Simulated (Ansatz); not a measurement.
**Al₂ClFH₄Si: density, localisation and related maps**

```xyz
9

Al   -2.0153   -0.9892    1.3031
Al    0.5468   -3.5781   -0.7339
Cl   -3.2410   -3.8757   -0.6291
F    -0.6823   -0.0610    1.6715
Si   -1.5545   -3.2790    0.5172
H    -3.4296   -0.2882    1.4523
H    -1.5536   -4.1717    1.7195
H     0.5588   -3.5870   -2.3219
H     1.8986   -3.6917    0.0970
```

Geometry: B3LYP/6-31G*.

All numbers below come from isolated molecule in a Gaussian basis; Kohn-Sham density functional theory, functional PBE0 in Ansatz 0.2.0.

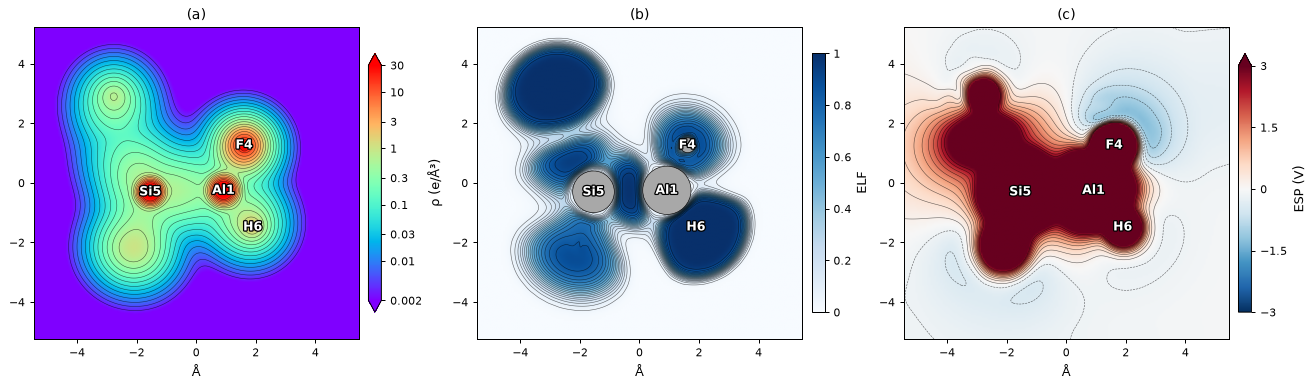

Figure 1. (a) total electron density; (b) electron localisation function; (c) electrostatic potential on the plane of atoms F4, Al1 and Si5. Grey discs cover the atomic cores in the ELF map.

### Interpret the plot.

- Atoms in the plane: Al, F, Si and H.
- Al–F (1.67 Å): ρ is about 0.87 e/Å³ halfway; the ELF peaks at about 0.85 in the valence shell of F, 0.6 Å from its nucleus, and is about 0.35 at the midpoint.
- Al–Si (2.46 Å): ρ is about 0.49 e/Å³ halfway; the ELF peaks at about 1 between the atoms; a shared electron pair.
- Al–H (1.59 Å): ρ is about 0.57 e/Å³ halfway; the ELF climbs to about 1 towards the hydrogen.
- The ELF also peaks beside Cl3 and F4, away from the bonds: lone-pair regions.
- Outside the dense part of the molecule the potential is most negative (−1.3 V) near F4.

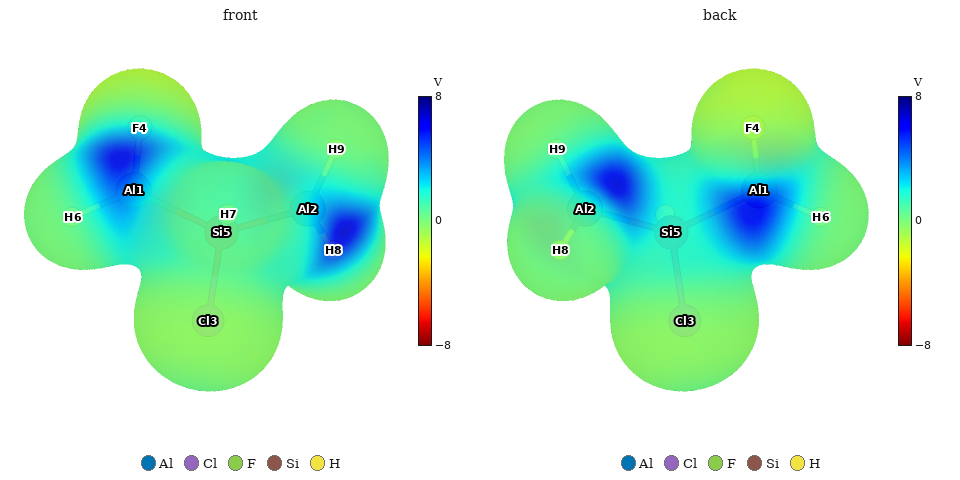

Figure 2. The molecular electrostatic potential painted on the density surface at 0.004 e/bohr³, seen from the front and from behind; the colour scale runs from red (negative) to blue (positive).

### Where is the surface potential most negative and most positive?

The most negative region (about −1.2 V) lies over F4, the most positive (about +6.2 V) over Al1 and Al2. Cl3 shows a σ-hole: about +0.3 V at the tip opposite its bond, against about −0.3 V on its flanks.

### What dipole moment does the calculation give?

Its dipole moment is 0.80 D.

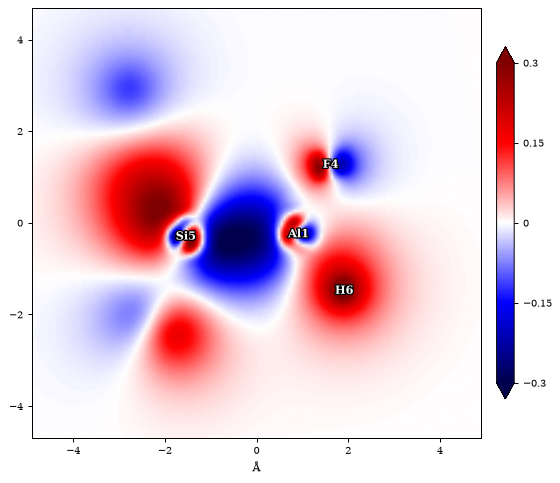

Figure 3. One frontier orbital on the plane of atoms Si5, Al1 and H6 (values in Å⁻³ᐟ²; the overall sign is arbitrary).

### Which orbital is it: HOMO or LUMO?

The HOMO, at −7.26 eV. Its weight (Hirshfeld) is mainly on Si5 (about 35 %), Al2 (about 20 %), Al1 (about 15 %), Cl3 (about 15 %) and H6 (about 5 %).
